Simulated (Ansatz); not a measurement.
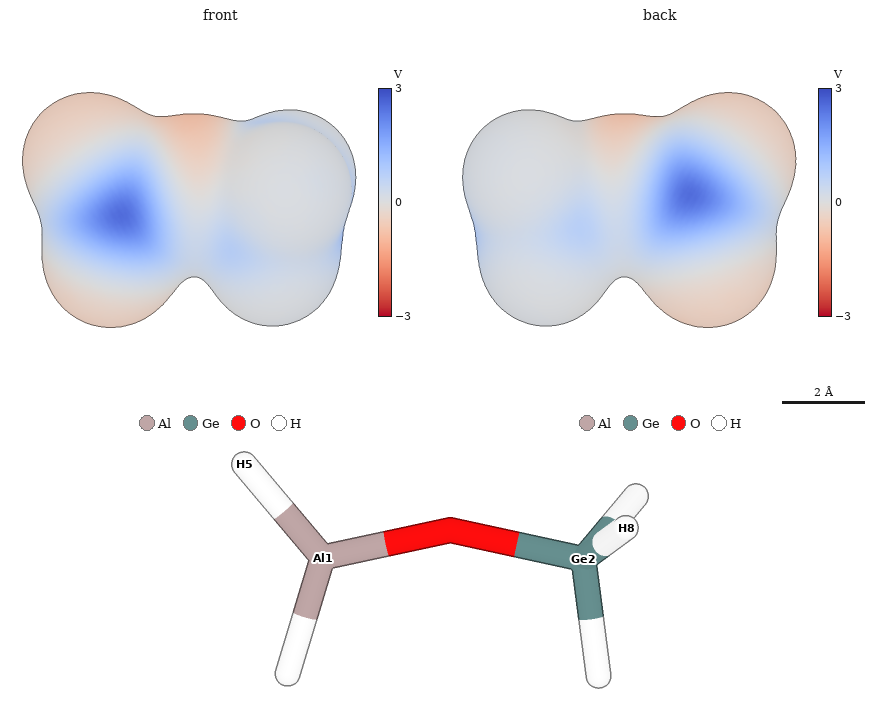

Figure 1: AlGeH5O (SMILES [AlH2][O][GeH3]). The molecular electrostatic potential painted on the density surface at 0.001 e/bohr³, seen from the front and from behind; the colour scale runs from red (negative) to blue (positive). The bare structure is drawn below in the same view.

Geometry: PBE0-D3(BJ)/def2-SVP.

Method: isolated molecule in a Gaussian basis; Kohn-Sham density functional theory, functional PBE0 in Ansatz 0.2.0.

```xyz
8

Al    0.8088   -1.0125    0.8935
Ge   -1.1198    1.2838   -0.6699
O    -0.2982    0.1938    0.4478
H    -0.5850    1.0467   -2.0973
H     0.8558   -1.4338    2.4190
H    -2.6275    0.9815   -0.6029
H     1.7372   -1.6604   -0.2195
H    -0.8318    2.7277   -0.2211
```

Question: Which sites attract a positive test charge, and which a negative one?

Answer: A positive charge is drawn to the negative regions and a negative charge to the positive ones. The most negative region (about −0.8 V) lies over O3, the most positive (about +2.5 V) over Al1.

Question: What dipole moment does the calculation give?

Answer: Its dipole moment is 0.68 D.
